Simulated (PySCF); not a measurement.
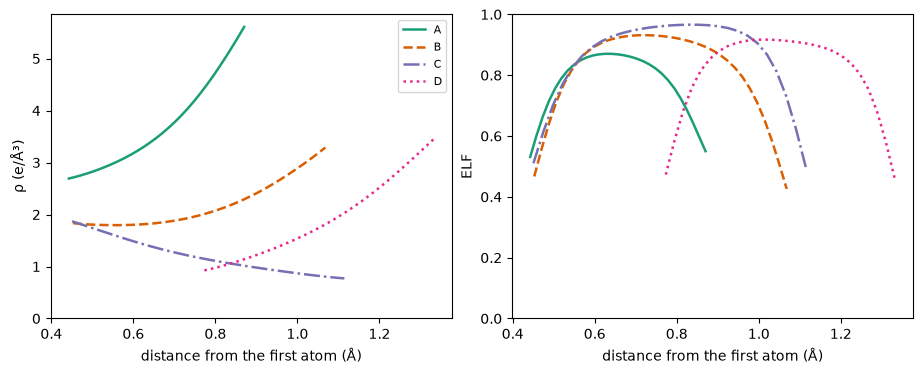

C3H11NOSi2 (SMILES CN[SiH2]C(=O)[SiH2]C). Electron density and electron localisation function along straight lines between neighbouring atoms. The curves leave out the atomic cores.

Geometry: GFN2-xTB.

Theory: B3LYP/def2-SVPD, SCF density, gas phase in PySCF 2.14.0.

```tsv
atom	x (Å)	y (Å)	z (Å)
C	-3.2738	0.0855	-0.0255
N	-2.2933	-0.7000	0.6950
Si	-0.6947	-0.1414	0.9865
C	0.2954	0.2432	-0.6449
O	-0.3317	0.7323	-1.5716
Si	2.1690	-0.1594	-0.9072
C	3.1146	0.3985	0.6399
H	-4.2748	-0.3017	0.1714
H	-3.2220	1.1148	0.3222
H	-3.1004	0.0834	-1.1058
H	-2.4084	-1.6850	0.5039
H	-0.0226	-1.2246	1.7011
H	-0.7994	1.1183	1.7226
H	2.6371	0.5235	-2.1130
H	2.2573	-1.6174	-1.0628
H	2.7076	-0.0610	1.5365
H	4.1623	0.1215	0.5724
H	3.0691	1.4759	0.7734
```

Which curve belongs to which contact (C–N, C–O, C–Si and Si–N)? The first atom named is at distance zero.

Answer. Curve A: C–O (1.22 Å): ρ at the midpoint is about 3.2 e/Å³; the ELF peaks at about 0.85 between the atoms; a short, multiple covalent bond. Curve B: C–N (1.45 Å): ρ at the midpoint is about 1.9 e/Å³; the ELF peaks at about 0.95 between the atoms; localised, covalent bonding. Curve C: C–Si (1.90 Å): ρ at the midpoint is about 0.92 e/Å³; the ELF peaks at about 0.95 between the atoms: localised, covalent bonding. Curve D: Si–N (1.72 Å): ρ at the midpoint is about 1.1 e/Å³; the ELF peaks at about 0.90 between the atoms; a polar covalent bond.
